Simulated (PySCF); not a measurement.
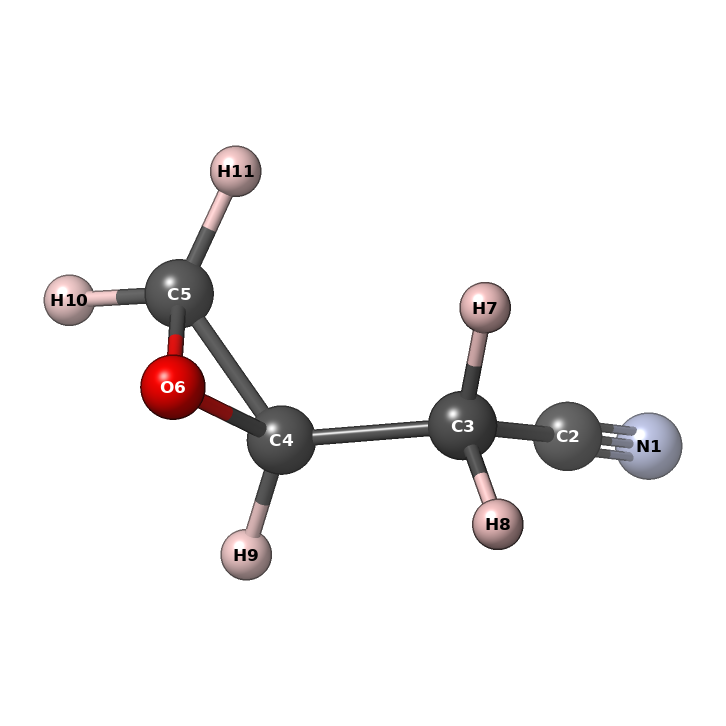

Atoms fade into the background with distance from the viewer. The geometry was computed by an optimisation with PBE0-D3(BJ)/def2-SVP. No frequency run is at hand to confirm it as a minimum.

Q: Find the stereocentres and stereogenic double bonds.

A: Centres: C4.

Q: What are the Cahn–Ingold–Prelog descriptors?

A: C4: R (priorities O6 > C5 > C3 > H9).

Q: Write the isomeric SMILES.

A: N#CC[C@@H]1CO1
